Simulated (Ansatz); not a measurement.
## Liquid mixture of sulfolane and cyclohexane at 300 K (111 atoms): a reference run and its variants

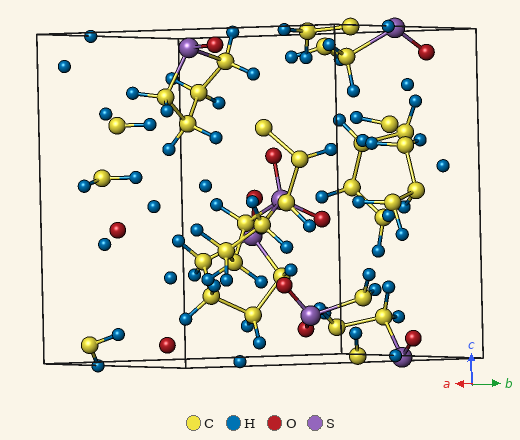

The cell (carbon yellow, hydrogen blue, oxygen red, sulfur purple). Bonds to atoms that aren't drawn are left out. Some periodic images of atoms are drawn too.

Density of this cell: 1.11 g/cm³. The cell holds 111 atoms: 32 C, 64 H, 10 O and 5 S. Its edges and angles: a = 10.479 Å, b = 10.479 Å, c = 10.479 Å, α = 90.0°, β = 90.0°, γ = 90.0°. 5 sulfolane, 2 cyclohexane placed at random, at 1.11 g/cm³; overlaps pushed apart, then 10 ps at 450 K with MMFF94 bonds, angles, torsions, charges and radii (Halgren, J. Comput. Chem. 17, 490 (1996)) in harmonic and 12-6 forms. Snapshot after 20 ps at 300 K and fixed volume.

Geometry: as built.

Reference run: Kohn-Sham DFT, PBE+D4, PAW (set soft_2), plane waves (Ansatz 0.2.0), cutoff 420 eV, k-mesh 2×2×2, fixed occupations.

| Property | Result |
| --- | --- |
| r.m.s. force component | 0.9079 eV/Å |
| pressure | 4.139 GPa |
| gap (highest filled to lowest empty level) | 5.403 eV |
| SCF cycles | 10 |
| time | 2.9 s on 1 × NVIDIA GB200 with 32 threads of Arm Neoverse V2, shared host |

**Question.** The cell is repeated and solved at Γ. How do error, time and memory go?
- plane waves, 111 atoms (1×1×1)
- support functions, 111 atoms (1×1×1)
- plane waves, 888 atoms (2×2×2)
- support functions, 888 atoms (2×2×2)
- support functions, 2997 atoms (3×3×3)
- truncated density matrix, 2997 atoms (3×3×3)
- support functions, 7104 atoms (4×4×4)
- truncated density matrix, 7104 atoms (4×4×4)
- truncated density matrix, 13875 atoms (5×5×5)

Differences are against the typed cell on a 2×2×2 mesh, which samples like Γ on 888 atoms (r.m.s. force component 0.908 eV/Å, gap 5.40 eV). Every repeated cell is solved at Γ, and forces are averaged over the copies of each atom. Hardware: 1 × NVIDIA GB200 with 32 threads of Arm Neoverse V2, shared host.

```tsv
atoms	repeats	basis	Δ force, r.m.s. (meV/Å)	Δ energy (meV/atom)	less plane waves of the same size (meV/atom)	gap (eV)	spread among copies (meV/Å)	SCF cycles	time	host memory (GiB)	planned on the GPU (GiB)
111	1×1×1	plane waves	3.14	0.0319	-	5.42	-	11	2 s	1.2	3.7
111	1×1×1	support functions	6.50	-3.57	-3.6	5.42	-	14	4 s	1.1	2.6
888	2×2×2	plane waves	0.017	0	-	5.40	0	12	10 s	2.4	40
888	2×2×2	support functions	5.72	-3.67	-3.7	5.40	0.17	13	14 s	2.6	13
2997	3×3×3	support functions	5.64	-3.67	-	5.41	0.11	17	50 s	7.2	42
2997	3×3×3	truncated density matrix	5.64	-3.67	-	-	0.076	24	53 s	7.1	46
7104	4×4×4	support functions	5.63	-3.67	-	5.40	0.1	17	2.4 min	16	111
7104	4×4×4	truncated density matrix	5.62	-3.67	-	-	0.078	24	2.2 min	16	124
13875	5×5×5	truncated density matrix	5.6	-3.67	-	-	0.11	25	5.3 min	28	171
```

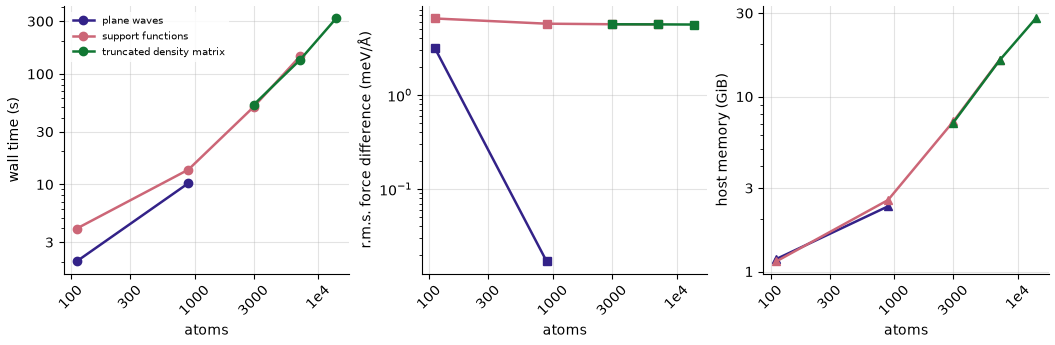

Time, error and memory against the number of atoms.

Repeating the cell at Γ samples more k-points: in plane waves the energy difference from the dense mesh goes from 0.0319 meV/atom at 111 atoms to 0 at 888, and the force difference from 3.1 to 0.017 meV/Å; the gap goes from 5.42 to 5.40 eV. With plane waves, the time grows as the 0.8 power of the atom count between the two largest sizes, 111 and 888 atoms. The smaller run is short enough for fixed overheads to flatten this slope. With support functions, the time grows as the 1.2 power of the atom count between the two largest sizes, 2997 and 7104 atoms. With the truncated density matrix, the time grows as the 1.3 power of the atom count between the two largest sizes, 7104 and 13875 atoms. At 7104 atoms truncation (run in mixed precision) changes the energy by +0.0001 meV/atom and takes 0.93 times the time of the full density matrix. At equal size the support functions lie 3.6 to 3.7 meV/atom below plane waves, likely because their grid holds more waves than 420 eV; no run tests this. Support functions take 2.0 times the time of plane waves at 111 atoms and 1.3 times at 888, so no crossover is reached among the sizes that both ran. Each time is a single run, so ratios and crossover are rough. At the largest size the support functions' forces differ from the reference by 0.62 % of the r.m.s. force, which holds the difference of sampling between the two as well as that of the basis. In some support-function runs the search for missed states was left out or partial.

[Logs are printed without paths, hosts, clocks, repeated set-up lines and the standing remarks that a program may print on its own settings, such as how far it seeks lower states.]

[Hosts, paths, dates, database ids (printed as entryN), source tags and the programs' standing remarks are cut or masked in the printed files.]

[The MMFF94 radii named for the starting cell were scaled by 0.96; in molecules described by MMFF94, hydrogen bound to N, O or S took a small fixed 12-6 site in their place.]
